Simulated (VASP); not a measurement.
Band structure of Pt (relaxed from the hcp structure, space group P6_3/mmc). Level of theory: r2SCAN meta-GGA, VASP's PBE PAW potentials (set 64) (plane waves; VASP 6.6.1).

Unless said otherwise, spin-orbit coupling is left out, though it shifts the bands of the heavy elements here.

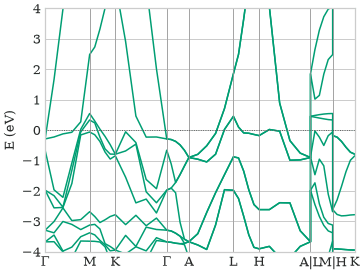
Figure: Bands along high-symmetry lines, zero at the valence-band maximum or, without a gap, the Fermi level

Q: Read the plot: is there a gap, and where are the band edges?

A: It has no gap at this level: it comes out as a metal or semimetal.

The structure was generated: Pt was put into the hcp type (P6_3/mmc), which need not be its known phase. It was relaxed first.
